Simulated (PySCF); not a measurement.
Consider C₉H₂₀ (SMILES CCCCCCCCC).

Input file:

```
{"job": {"xc": "mPW1PW91", "basis": "6-31G*", "kind": "nmr", "pop": true}, "charge": 0, "multiplicity": 1}
C      4.688348    -0.888811     0.088974
C      3.254331    -0.714413     0.573800
C      2.403122     0.053462    -0.434736
C      0.963748     0.229857     0.042987
C      0.115342     0.988247    -0.975459
C     -1.298364     1.294769    -0.480286
C     -2.160006     0.048069    -0.291847
C     -3.597731     0.400910     0.082776
C     -4.454031    -0.843804     0.282431
H      5.278296    -1.436050     0.820752
H      5.156278     0.079752    -0.074160
H      4.708257    -1.439386    -0.849188
H      3.255043    -0.179486     1.526466
H      2.808461    -1.696602     0.747610
H      2.850287     1.035286    -0.609097
H      2.403770    -0.482320    -1.387174
H      0.529124    -0.754374     0.225578
H      0.962374     0.775212     0.989933
H      0.613717     1.932013    -1.211691
H      0.056100     0.408258    -1.899564
H     -1.238712     1.838926     0.465433
H     -1.787130     1.950461    -1.205680
H     -2.161380    -0.532119    -1.217857
H     -1.735357    -0.579525     0.493473
H     -3.595036     0.991139     1.002262
H     -4.035194     1.019314    -0.704645
H     -4.046134    -1.463966     1.077909
H     -5.472741    -0.571004     0.548550
H     -4.484688    -1.435864    -0.629885
```

Run with:

```sh
OMP_NUM_THREADS=1 python ens_run.py task.json out
```

Geometry: GFN2-xTB.

Level of theory: mPW1PW91/6-31G*, SCF density, gas phase, non-relativistic in PySCF.

Q: What will maps of the electron density and electron localisation function show?

A: C–C (1.52 Å): ρ at the midpoint is about 1.7 e/Å³; the ELF peaks at about 0.95 between the atoms: localised, covalent bonding.
C–H (1.09 Å): ρ is about 1.9 e/Å³ halfway; the ELF climbs to about 1 towards the hydrogen, as it does in any bond to H (an ordinary covalent bond to hydrogen).

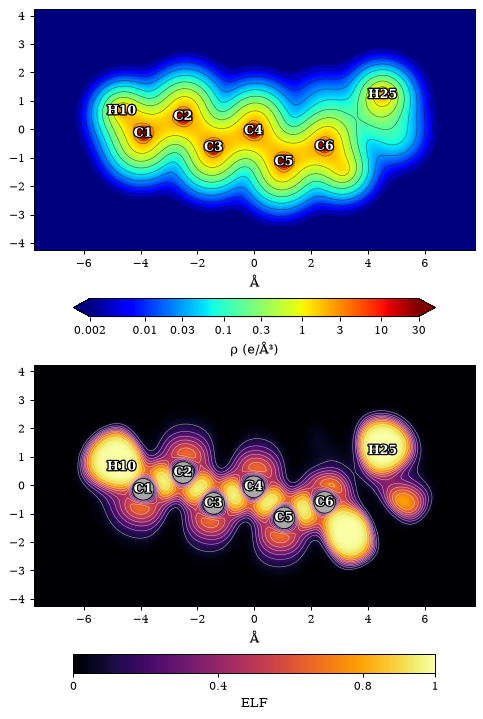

Computed electron density and electron localisation function on the plane of atoms C3, C4 and C5, in this order. Grey discs cover the atomic cores in the ELF map. 
